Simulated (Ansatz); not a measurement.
TiB$_{2}$ (AlB2 type, space group P6/mmm)

```xyz
6
Lattice="6.0494 0.0000 0.0000 -1.5123 2.6195 0.0000 3.0247 0.0000 3.2226" Properties=species:S:1:pos:R:3 pbc="T T T"
Ti     0.0000     0.0000     0.0000
Ti     3.0247     0.0000     0.0000
B      6.0494     1.7463     1.6113
B      3.0247     1.7463     1.6113
B      1.5123     0.8732     1.6113
B      4.5370     0.8732     1.6113
```

The atoms are displaced by Q × the pattern below (from a DFPT mode at L = (0.5, 0.0, 0.5), largest move 1; Q in Å), at fixed cell. (q is in reciprocal vectors of the primitive cell; the cell shown is doubled to hold the pattern.)

| atom | x | y | z |
|---|---|---|---|
| B3 | 0.500 | -0.866 | 0.000 |
| B4 | -0.500 | 0.866 | 0.000 |
| B5 | 0.500 | -0.866 | 0.000 |
| B6 | -0.500 | 0.866 | 0.000 |

Atoms not listed stay in place.

All values below come from r2SCAN (plane waves to 500 eV, PAW, scalar-relativistic; Ansatz, a quantum-chemistry and plane-wave program). k mesh 18×18×18 (Γ-centred), Fermi-Dirac smearing 0.05 eV. The energy includes the smearing's −TS. With partly filled bands, energies and forces of such displacements shift with the k mesh and the smearing. TiB2 is run without spin polarisation. TiB2 was relaxed with its symmetry unable to fall. ΔE is measured from the undisplaced structure.

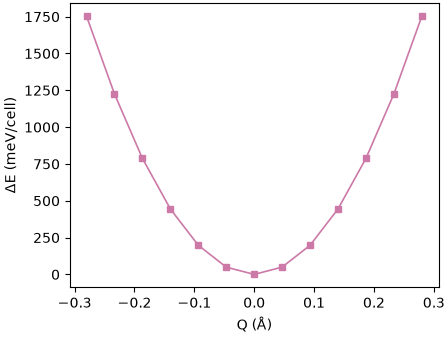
ΔE (meV/cell) against Q (Å); markers are the computed points, lines only join them.

What is the energy change at Q = 0.280 Å?

About 1800 meV/cell.

What harmonic wavenumber does the curvature at Q = 0 give?

About 540 cm⁻¹.

(For displaced atoms, the force is minus the slope of the energy, and its curvature is a force constant, which sets phonon frequencies.)
